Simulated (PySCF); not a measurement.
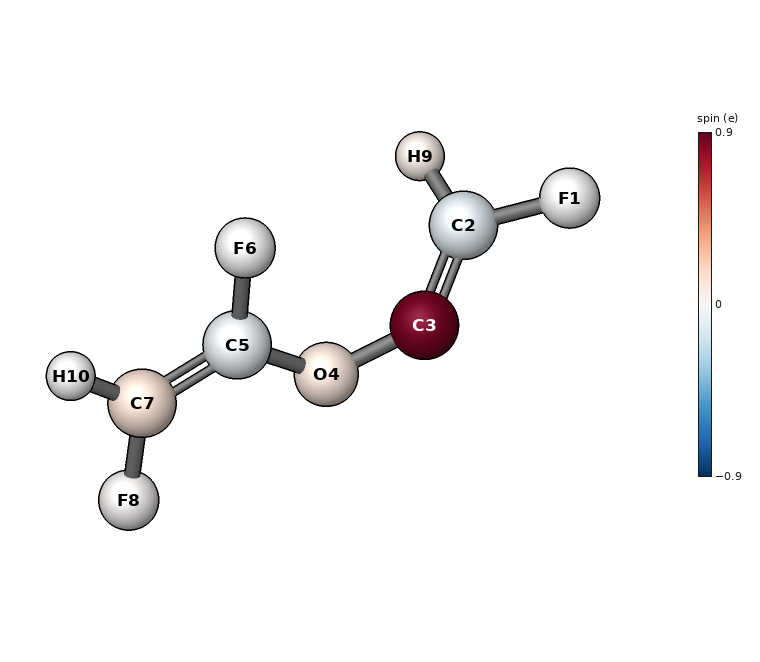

Atoms are coloured by their Mulliken spin populations. The species is neutral and a spin doublet. The computed structure is the end point of a GFN2-xTB optimisation. No frequency run is at hand to confirm it as a minimum. Method: UKS B3LYP, pcH-1 on C F H O, non-relativistic (PySCF 2.14.0).

Give the Mulliken spin populations atom by atom.

```tsv
atom	value (e)
F1	0.00
C2	−0.08
C3	0.86
O4	0.09
C5	−0.05
F6	0.00
C7	0.12
F8	0.01
H9	0.06
H10	−0.01
```

Mulliken values depend strongly on the basis set.
